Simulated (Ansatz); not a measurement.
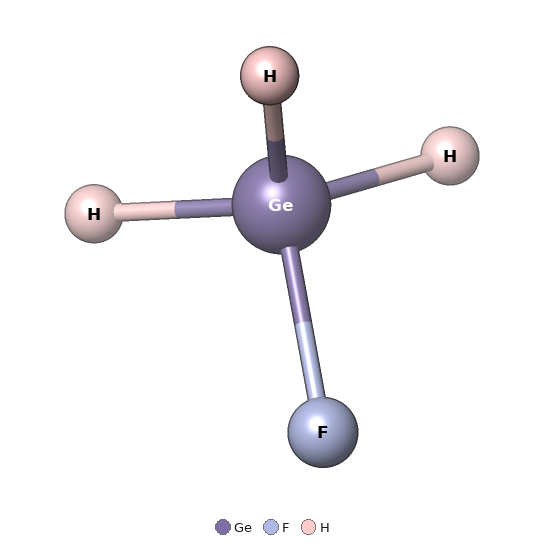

Atoms fade into the background with distance from the viewer. The geometry was computed by an optimisation with PBE0-D4/def2-TZVP.

Q: Which symmetry elements does this geometry have?

A: It has 1 C3 axis and 3 mirror planes, so the point group is C3v. The group has 6 operations. The geometry is achiral, and symmetry allows a dipole moment.
